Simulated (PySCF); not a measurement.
# C₅H₁₀NPSi: electronic excitations

What electronic excitations should C₅H₁₀NPSi (`C#C[Si@](N)(P)C1CC1`) show?

The runs use PySCF 2.14.0, with density-fitted response routines of our own; the level of theory stands in each step. All values are computed, except where a source is named. Atoms count from 0, in the outputs and in this text.

## (1) Starting geometry

18 atoms, charge 0, multiplicity 1; geometry from: GFN2-xTB.

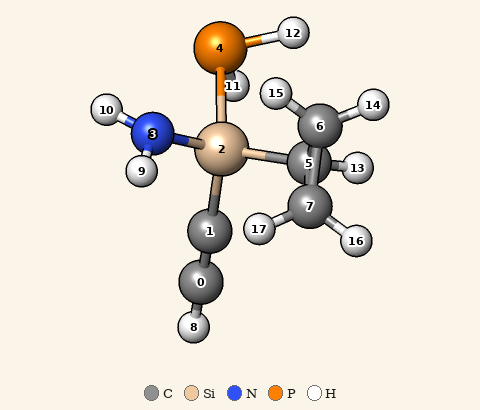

As it starts; carbon grey, silicon light orange, nitrogen blue, phosphorus orange, hydrogen white, atoms numbered.

## (2) Excited states and response: wB97X-D/def2-SVPD

What the job is given:

```
{"job": {"kind": "uv", "xc": "wB97X-D", "basis": "def2-SVPD", "nstates": 8, "ntriplets": 3}, "charge": 0, "multiplicity": 1}
C     -2.596041    -2.030889    -0.770902
C     -1.829773    -1.188224    -0.384362
Si    -0.711555     0.174659     0.231942
N     -0.223284     0.031492     1.879696
P     -1.823182     2.139544     0.181179
C      0.833074     0.132354    -0.853951
C      2.139211     0.650304    -0.323213
C      1.957558    -0.813218    -0.545953
H     -3.256156    -2.776595    -1.112526
H      0.301899    -0.774010     2.177618
H     -0.856812     0.327565     2.604319
H     -2.805432     1.680967    -0.676817
H     -1.085403     2.670587    -0.860523
H      0.657581     0.308013    -1.909246
H      2.785555     1.198427    -0.993316
H      2.164055     1.008745     0.694464
H      2.473034    -1.278227    -1.373370
H      1.866910    -1.455176     0.316669
```

Method: TDDFT wB97X-D/def2-SVPD, vertical, gas phase, core orbitals frozen in the response.

On the command line:

```sh
$ OMP_NUM_THREADS=1 python probes_run.py task.json out
```

The driver reads the jobs from task.json and runs them one after another.

What will the session give for the following? lowest singlet (wB97X-D/def2-SVPD); brightest single state of those computed; lowest triplet; surface potential, least and greatest. Wanted: lowest singlet; brightest single state of those computed; lowest triplet; surface potential, least and greatest.

**Answer**, as computed:

```
                                quantity                        value
      lowest singlet (wB97X-D/def2-SVPD)  6.03 eV (206 nm), f = 0.001
brightest single state of those computed  state 7, 7.10 eV, f = 0.301
                          lowest triplet                      5.11 eV
   surface potential, least and greatest           -0.94 V and 1.55 V
```

In words: The lowest singlet, at 6.03 eV, is HOMO→LUMO+1 0.45, HOMO−3→LUMO+1 0.10 and is dark; of the 8 states computed, the strongest absorption comes from state 7 at 7.10 eV. The lowest triplet lies 0.92 eV below the lowest singlet (triplets in Tamm-Dancoff, singlets in full TDDFT).
